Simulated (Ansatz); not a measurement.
# GeSiH4O (SMILES [SiH3][O][GeH]): RPA@PBE0/def2-SVP

What is the vertical ionisation energy of GeSiH4O at RPA@PBE0/def2-SVP? 

The results are computed with Ansatz 0.2.0.

68 further runs of the same task are left out: 68 set aside as unsound or not needed.

## (1) The structure to begin with

GeSiH4O has 7 atoms, charge 0, and is taken as a singlet. As SMILES, `[SiH3][O][GeH]`. The shape is that of a PBE0-D4/def2-TZVP optimisation. This is one conformer, not always the lowest.

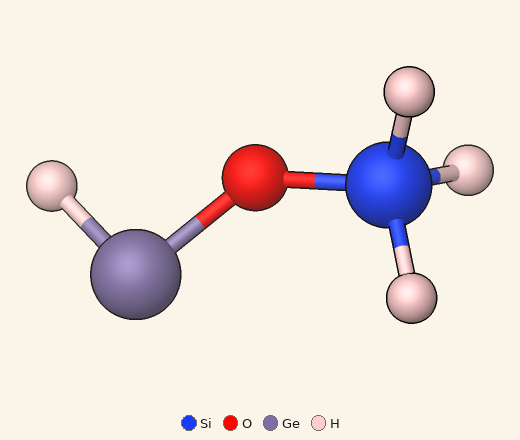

Viewed from a chosen angle; silicon blue, oxygen red, germanium purple, hydrogen pink.

## (2) A single-point energy at RPA@PBE0/def2-SVP

job.yaml

```yaml
crystal:
  periodic: [false, false, false]
  atoms:
    - {symbol: Si, position_ang: [-0.741700, 0.650900, -0.296500]}
    - {symbol: O, position_ang: [0.533500, -0.139300, 0.373700]}
    - {symbol: Ge, position_ang: [1.261400, -1.756200, 0.134200]}
    - {symbol: H, position_ang: [-1.409200, -0.197600, -1.323800]}
    - {symbol: H, position_ang: [-0.260900, 1.901300, -0.937500]}
    - {symbol: H, position_ang: [-1.722500, 0.988100, 0.766400]}
    - {symbol: H, position_ang: [2.400800, -1.515100, 1.238000]}
basis:
  gaussian:
    orbitals: def2-SVP
hamiltonian:
  xc: {name: PBE0}
correlation:
  method: rpa
  frozen_orbitals: {Ge: 9, H: 0, O: 1, Si: 5}
accuracy: high
```

Command:

```sh
$ ansatz run job.yaml --threads 1 --pin off --max-ram 3480MiB --events-out events.jsonl --progress --plain --runs-dir runs
```

The program printed:

```text
Warning: RAYON_NUM_THREADS=1 ignored (pool sized by the plan → 1); use --threads N
Functional definition: PBE0
  name "PBE0"
  parameter a = 0.25
  parameter kappa = 0.804
  parameter beta = 0.06672455060314922
  exchange = (1 - a)*pbe_x(kappa = kappa, mu = beta*pi^2/3) + a*exact_x
  correlation = pbe_c(beta = beta)
1725 factors; integrals over basis functions are off by at most 5.4e-9 eV
mean field evaluation 1: about -66479.9370 eV, gradient 4.9e1 eV
mean field evaluation 2: about -66480.0476 eV, gradient 4.9e1 eV
mean field evaluation 4: about -66484.2820 eV, gradient 7.3e0 eV
mean field evaluation 8: about -66484.4610 eV, gradient 5.5e-1 eV
mean field evaluation 16: about -66484.4615 eV, gradient 1.9e-5 eV
mean field -66484.46147084 eV, -2443.2588942668 hartree, gradient 2.0e-8 eV, S^2 0.000000; 0 other end points of the search recorded, 0 dependent functions left out
15 core orbitals not correlated: weight in the atoms' cores, before any rotation towards them, 1.000 or more for the frozen orbitals, at most 0.000 for the correlated occupied ones
reference -66425.13748932 eV, -2441.0787781573 hartree; 14, 14 occupied and 55, 55 virtual orbitals, 1725 factors
Total energy: -66444.90515936 eV, -2441.8052266322 hartree
```

It took 11 s on 1 thread of AMD EPYC 7R43 (Zen 3), shared host; peak memory 0.28 GiB.

## (3) The doublet cation, same level

job.yaml: that of step 2 with these lines changed.

```diff
@@ -13,4 +13,8 @@
     orbitals: def2-SVP
+total_charge: 1
+magnetization:
+  spin_polarized: true
+  initial_magnetization: 1
 hamiltonian:
-  xc: {name: PBE0}
+  xc: pbe0
 correlation:
```

Command:

```sh
$ ansatz run job.yaml --threads 1 --pin off --max-ram 3480MiB --events-out events.jsonl --progress --plain --runs-dir runs
```

The program printed, cut to the lines that bear on the results:

```text
Warning: RAYON_NUM_THREADS=1 ignored (pool sized by the plan → 1); use --threads N
Functional definition: PBE0
  name "PBE0"
[...]
1723 factors; integrals over basis functions are off by at most 5.4e-9 eV
[...]
mean field -66475.42110986 eV, -2442.9266671286 hartree, gradient 5.4e-8 eV, S^2 0.758972; 1 other end points of the search recorded, 0 dependent functions left out
15 core orbitals not correlated: weight in the atoms' cores, before any rotation towards them, 1.000 or more for the frozen orbitals, at most 0.000 for the correlated occupied ones
reference -66416.48788773 eV, -2440.7609111618 hartree; 14, 13 occupied and 55, 56 virtual orbitals, 1723 factors
Total energy: -66435.83776515 eV, -2441.4720060409 hartree
```

It took 20 s on 1 thread of AMD EPYC 7R43 (Zen 3), shared host; peak memory 0.58 GiB.

## (4) Outcome

Level: RPA@PBE0/def2-SVP, 15 core orbitals frozen.

| quantity | value |
| --- | --- |
| singlet GeSiH4O: total energy | -2441.80523 Eh |
| singlet GeSiH4O: RPA correlation energy (valence) | -726.4 mEh |
| doublet cation: total energy | -2441.47201 Eh |
| doublet cation: RPA correlation energy (valence) | -711.1 mEh |
| doublet cation: ⟨S²⟩ of the reference determinant | 0.759 |
| vertical ionisation energy (to the doublet cation) | 9.067 eV |

The vertical ionisation energy comes to 9.07 eV (875 kJ/mol).
